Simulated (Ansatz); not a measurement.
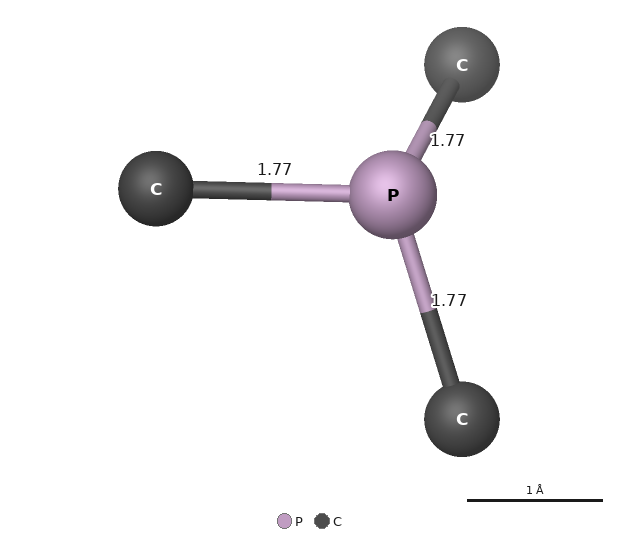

Charge 0, quartet. Geometry: a fixed input geometry, not necessarily a minimum. Basis: pcseg-2. Computed at fixed atoms with Ansatz. R, U and RO name restricted, unrestricted and restricted open-shell orbitals; core potentials come with def2 and Stuttgart sets past Kr, some runs use density fitting (about 1 meV), and each entry rests on the lowest determinant that the runs found.

```xyz
4
charge 0, multiplicity 4
P     0.0000    0.0000    0.0000
C     1.6612    0.0000    0.6046
C    -0.8306    1.4386    0.6046
C    -0.8306   -1.4386    0.6046
```

Give total energies (hartree) and ⟨S²⟩ of the determinant for RO-r²SCAN; U-r²SCAN.

```
   method  energy (Eh)  ⟨S²⟩
RO-r²SCAN    -455.0802  3.75
 U-r²SCAN    -455.0908  3.95
```

The spin state was imposed, and no run here compares it with a lower spin, which may lie lower.
